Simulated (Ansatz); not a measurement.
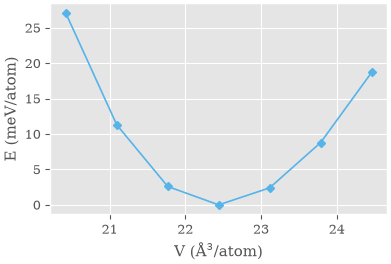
Cl (simple cubic, space group No. 221) under volume change, plane-wave PAW PBE+D3(BJ) (Ansatz code), scaled uniformly.

Problem. What does a third-order Birch–Murnaghan fit give for V₀, B₀ and B′?

Solution. V₀ = 22.44 Å³/atom, B₀ = 39.3 GPa, B′ = 5.2.

Space group Pm-3m (simple cubic). A made-up cell: these elements were put on the sites of a structure type; neither database checked (COD, Materials Project) lists it. It is not the usual solid phase (space group No. 64). The PBE+D3(BJ) relaxation kept the symmetry of its start. At this level the phase is dynamically unstable (imaginary phonons). The substance is a gas or liquid at ambient conditions.

Potentials: the later of the program's two PAW sets.
